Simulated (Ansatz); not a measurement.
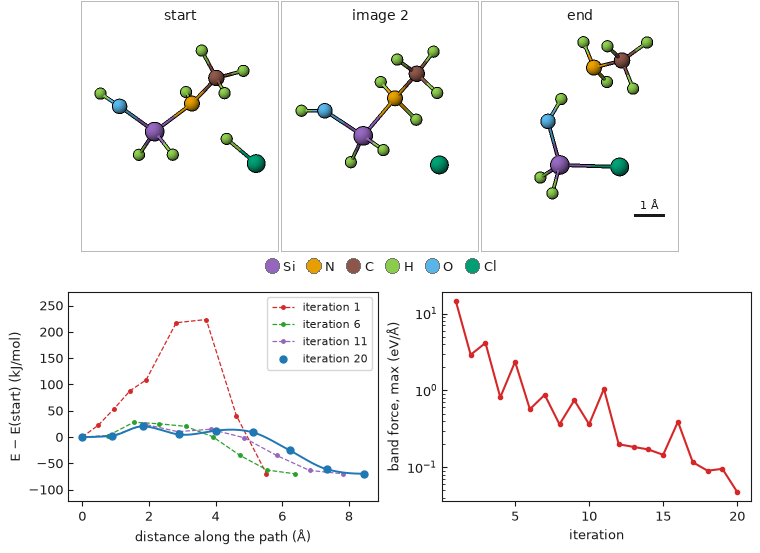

NEB run on CH8ClNOSi. Images are numbered from 0 (start) to 8 (end). The plot follows the band through its iterations. A ball-and-stick model, seen at a tilt.

The calculation used RKS B3LYP-D4/def2-SVP (Ansatz). Run with 7 movable images; climbing image; force threshold 0.05 eV/Å; iteration limit 60; starting path through a guess of the saddle point.

How did the profile develop, and is the result final?

The run is converged, with reservations. The band converged in 20 iterations. The largest component of the band force went from 14 to 0.048 eV/Å. The climbing image converged on the top of the path. Its vibrational analysis gives one imaginary mode (96i cm⁻¹), as a transition state must have. The first iteration put the highest image at 223.4 kJ/mol. The highest point, image 2, lies 20.3 kJ/mol above the start and 90.0 kJ/mol above the end; the end is at −69.7 kJ/mol relative to the start. The profile has 2 maxima (images 2, 4) with a dip at image 3 (+4.8 kJ/mol), so the process runs in steps.
